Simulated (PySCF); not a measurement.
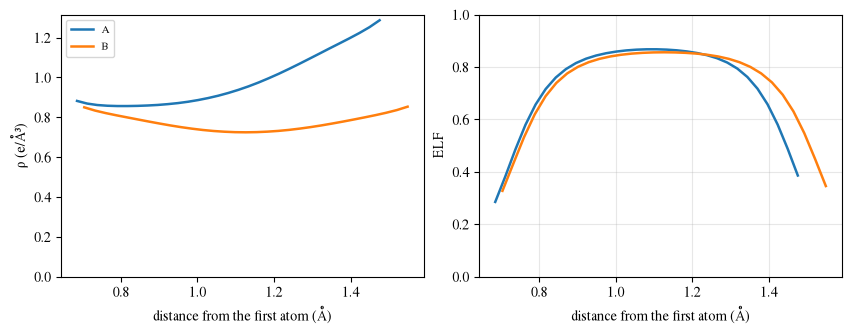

*P$_{4}$S$_{3}$ (PP3SSS nortricyclane). Electron density and ELF along straight lines between neighbouring atoms. The curves leave out the atomic cores.*

Geometry: PBE0-D3(BJ)/def2-SVP.

These are results of PySCF 2.14.0, PBE0/pcSseg-1, SCF density, gas phase, non-relativistic, not measurements.

```xyz
7

P     1.2303    1.1324   -0.4655
S     0.1690    0.1275   -2.0033
P    -1.1512   -1.1147   -0.9217
P    -1.5519    0.0598    0.9618
S    -0.4091    1.8131    0.6944
P    -0.0057   -1.5795    0.9632
S     1.8106   -0.5406    0.7026
```

> Which curve belongs to which contact (P–P and P–S)? The first atom named is at distance zero.

Curve A: P–S (2.11 Å): the density is about 0.91 e/Å³ at the midpoint; the ELF peaks at about 0.85 between the atoms; localised, covalent bonding. Curve B: P–P (2.25 Å): ρ is about 0.72 e/Å³ halfway; the ELF peaks at about 0.85 between the atoms (a shared electron pair).
